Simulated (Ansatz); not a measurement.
# Fitting and testing ρ(T) of SrAs2Ru2 (I4/mmm)

Aim: condense the phonon-limited resistivity of SrAs2Ru2 (I4/mmm) into a transport Debye temperature and an amplitude, and test the fit on a temperature held back.

The resistivities were computed with Ansatz 0.2.0 (DFT PBEsol, scalar-relativistic, plane waves, PAW) from the linearised Boltzmann equation with harmonic phonons, on q 4×4×4, k 12×12×12, scattering 20×20×20; the fit below is done by hand on them.

**1. Computed resistivities**

Symmetry: I4/mmm, No. 139, tetragonal system. Conventional cell: a = 4.167 Å, b = 4.167 Å, c = 10.950 Å, α = 90.00°, β = 90.00°, γ = 90.00°. Sr on site a has 10 As at 3.32 to 3.95 Å and 8 Ru at 3.44 Å as nearest neighbours. As on site e has 4 Ru at 2.41 Å and 5 As at 3.05 to 3.82 Å and 5 Sr at 3.32 to 3.95 Å as nearest neighbours. Around Ru on site d lie 4 As at 2.41 Å and 4 Ru at 2.95 Å and 4 Sr at 3.44 Å.

This is the relaxed cell of the run, from steps not shown here.

The mean resistivity of the three axes from 50 to 800 K, with one row held back; the colder rows stay outside the fit and test it at the end:

```tsv
T (K)	ρ (μΩ cm)
50	3.352
80	7.893
100	11.05
150	18.87
200	26.48
273	37.30
300	41.24
400	?
500	69.69
600	83.38
800	109.7
```

**2. The fit**

Bloch and Grüneisen's form is ρ(T) = A (T/Θ)⁵ J₅(Θ/T), with J₅(z) the integral of x⁵/((eˣ − 1)(1 − e⁻ˣ)) from 0 to z. It goes as T⁵ far below Θ and as A T/(4Θ) far above. For a trial Θ the best A is the geometric mean of ρ/[(T/Θ)⁵ J₅] over the rows, and the scatter of that ratio measures the fit:

```tsv
Θ (K)	A (μΩ cm)	scatter (%)
118	59.83	13.6
156	82.34	7.6
176	95.22	4.2
196	108.9	1.5
216	123.6	4.4
244	145.8	10.3
294	191.3	21.8
```

The scatter is least at Θ = 196 K, with A = 108.9 μΩ cm (1.5 % r.m.s.).

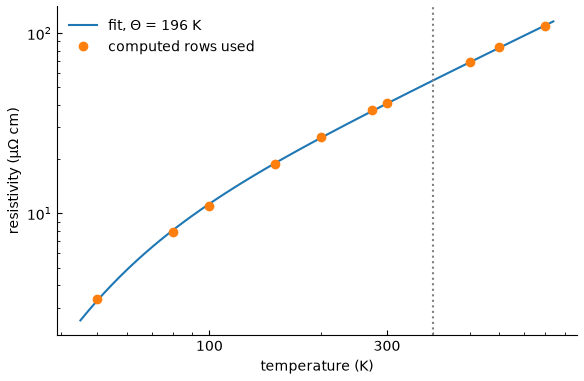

The fit through the rows used; the dotted line marks the temperature held back.

**3. The row held back**

At T = 400 K, Θ/T = 0.490, J₅ = 0.01422 and (T/Θ)⁵ = 35.40, so the fit gives 54.84 μΩ cm. The computed value is 55.63 μΩ cm: the fit is off by -1.42 %. Outside its range, at 20 K, it gives 0.139 against 0.228 μΩ cm computed, 0.61 times that; at that temperature the run's own test moves by 18 % between meshes in the component that moves most. Among the rows used, the largest miss is +2.7 %, at 80 K.

**4. Reading Θ and A**

Θ = 196 K is 1.49 times ħω_log/k_B (132 K) and 0.48 of the highest phonon frequency (410 K). The high-temperature slope of the fit, A/(4Θ), is 0.139 μΩ cm/K. The same slope from the run's transport coupling and plasma energy, 2π k_B λ_tr/(ħ ε₀ ω_p²) with λ_tr = 0.514, 0.514, 0.371 (xx, yy, zz) and ħω_p = 3.23, 3.23, 3.94 (xx, yy, zz) eV, is 0.164 μΩ cm/K in the mean of the axes, +18.3 % from it. For comparison, the computed rows rise by 0.132 μΩ cm/K between the two hottest.

**5. Results**

```
Θ                                            : 196 K
A                                            : 108.9 μΩ cm
scatter of the fit                           : 1.5 %
held-back row at 400 K, fit against computed : 54.84 against 55.63 μΩ cm
```

In words: Two numbers, Θ = 196 K and A = 109 μΩ cm, hold the computed ρ(T) from 50 to 800 K within 1.50 % r.m.s. and predict the held-back row within 1.42 %. At 20 K, outside the rows fitted, it gives 0.61 times the computed value. By the run's own test the resistivity at 300 K moves by 9 % between its two finest scattering meshes, in the component that moves most. The mean hides an anisotropy: at 300 K the components are 48.6, 48.6, 26.5 (xx, yy, zz) μΩ cm. The relaxed volume lies -4.3 % from the database entry, whose temperature is not recorded here; volume shifts the phonons and ρ. The fit describes the calculation: impurities, thermal expansion, changes of phase and anharmonicity are in neither.

[Logs are printed without paths, hosts, clocks, repeated set-up lines and the standing remarks that a program may print on its own settings, such as how far it seeks lower states.]

[Hosts, paths, dates, database ids (printed as entryN), source tags and the programs' standing remarks are cut or masked in the printed files.]
